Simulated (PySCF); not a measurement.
## Electronic structure of C4H11NSSi2 (SMILES [H]/N=C/C(=C/[SiH2][SiH3])SC) in real space

Input

```
{"job": {"kind": "nmr", "xc": "PBE0", "basis": "pcSseg-1"}, "charge": 0, "multiplicity": 1}
C     -2.110636    -1.559166     0.892610
S     -0.419602    -1.526780     0.216563
C     -0.553110    -0.015679    -0.731577
C     -1.348722    -0.113137    -1.945313
N     -1.601749     0.914060    -2.632780
C      0.086964     1.086074    -0.331025
Si     1.159416     1.181033     1.210715
Si     3.202265     0.162109     0.826612
H     -2.256239    -0.683954     1.519369
H     -2.196124    -2.466450     1.481160
H     -2.832226    -1.570169     0.080859
H     -1.680931    -1.131652    -2.194024
H     -2.151420     0.749195    -3.472242
H     -0.013970     1.947289    -0.979303
H      1.245041     2.621904     1.496609
H      0.396086     0.602298     2.324430
H      4.103941     0.380890     1.961453
H      3.086847    -1.281724     0.622983
H      3.874365     0.713112    -0.354561
```

Command:

```sh
OMP_NUM_THREADS=1 python probes_run.py task.json out
```

Geometry: GFN2-xTB.

Level of theory: PBE0/pcSseg-1, SCF density, gas phase, non-relativistic (PySCF 2.14.0).

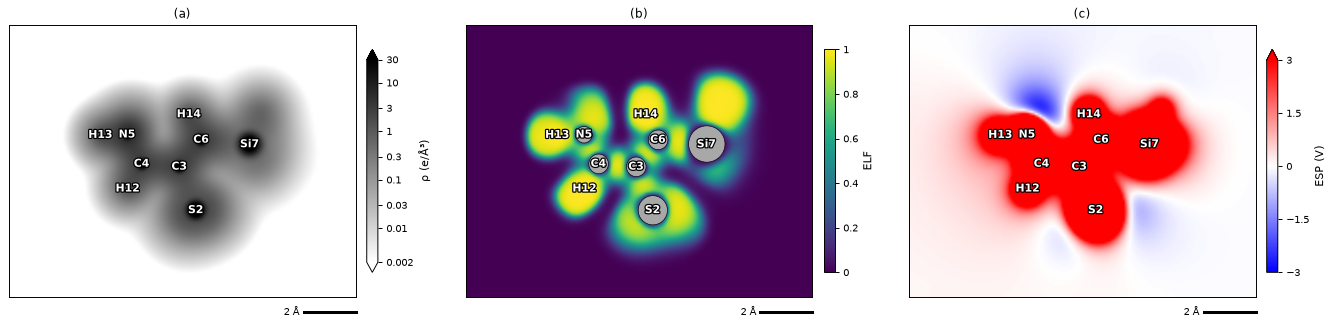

Figure 1. (a) total electron density; (b) ELF; (c) electrostatic potential on the plane of atoms C3, C6 and Si7. Grey discs cover the atomic cores in the ELF map.

Question: Interpret the plot.

Answer: Atoms in the plane: S, C, N, Si and H. C–N (1.26 Å): ρ is about 2.8 e/Å³ halfway; the ELF peaks at about 0.90 between the atoms: a short, multiple covalent bond. C–C (1.34 Å): ρ at the midpoint is about 2.3 e/Å³; the ELF peaks at about 0.90 between the atoms: a multiple bond. C–S (1.79 Å): ρ is about 1.3 e/Å³ halfway; the ELF peaks at about 0.95 between the atoms, as expected for a covalent bond. C–Si (1.88 Å): the density is about 0.93 e/Å³ at the midpoint; the ELF peaks at about 0.95 between the atoms, as expected for a covalent bond. N–H (1.02 Å): the density is about 2.8 e/Å³ at the midpoint; the ELF climbs to about 1 towards the hydrogen, as it does in any bond to H (a covalent bond by its length). The ELF also peaks beside S2 and N5, away from the bonds: lone-pair regions. Outside the dense part of the molecule the potential is most negative (−2.5 V) near N5.

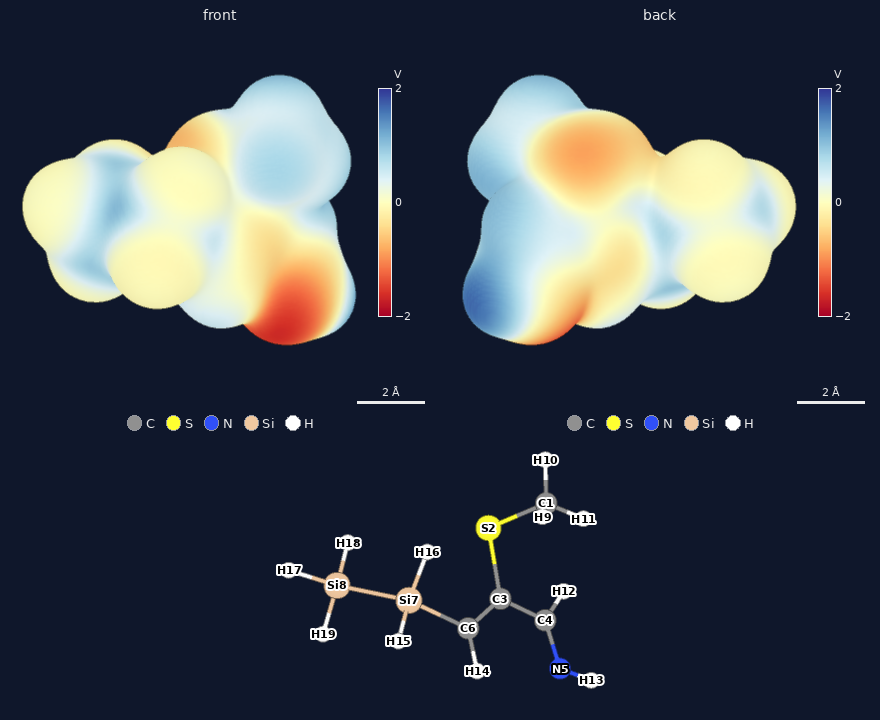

Figure 2. The molecular electrostatic potential painted on the density surface at 0.002 e/bohr³, seen from the front and from behind; the colour scale runs from red (negative) to blue (positive). The bare structure is drawn below in the same view.

Question: Describe the electrostatic potential map.

Answer: The most negative region (about −1.6 V) lies over N5, the most positive (about +1.6 V) over H13. N5 is the likeliest acceptor of a hydrogen bond.

Question: How polar is the molecule by this calculation?

Answer: Its dipole moment is 2.16 D.
